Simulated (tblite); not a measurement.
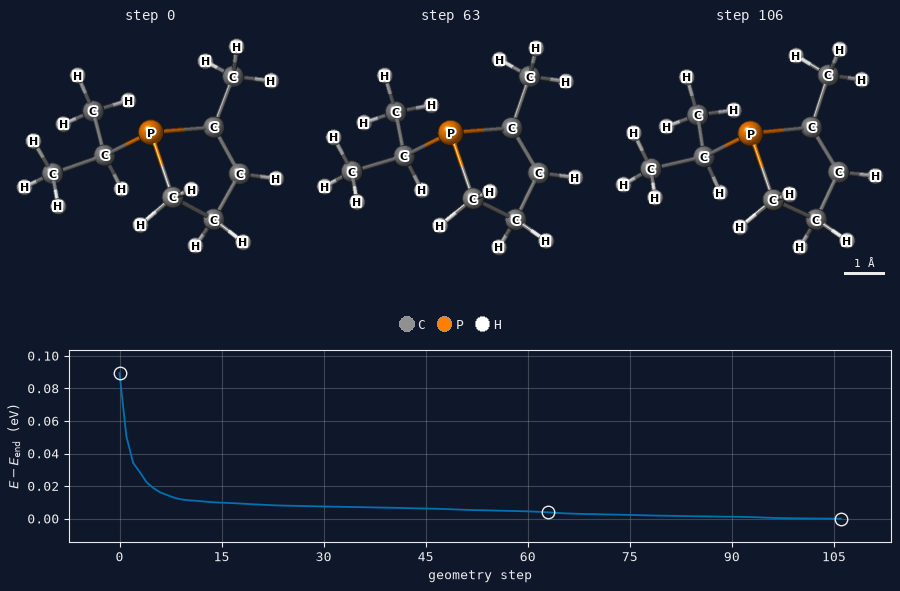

Frames of a relaxation of C$_{8}$H$_{15}$P, marked on the history of the run. The picture is a ball-and-stick view, seen at a tilt.

Method: tblite, GFN2-xTB geometry optimisation, gas phase. 

**What happens along the run?**

The atom that moves furthest after the best rigid fit is an H atom (0.38 Å). By element the largest moves are H 0.38 Å, C 0.16 Å, P 0.06 Å. Near-neighbour distances that change, for instance: C–P 1.871 → 1.841 Å, C–P 1.870 → 1.892 Å, C–H 1.107 → 1.089 Å, C–C 1.347 → 1.329 Å. Bond angles that change, for instance: P–C–H 113.5° → 111.0°, C–C–P 106.2° → 108.5°, C–C–P 110.8° → 113.1°. After 106 geometry steps the energy has fallen by 0.089 eV. From step 0 to 63: an H atom moves most (0.19 Å), energy −0.086 eV. From step 63 to 106: an H atom moves most (0.21 Å), energy −0.004 eV.
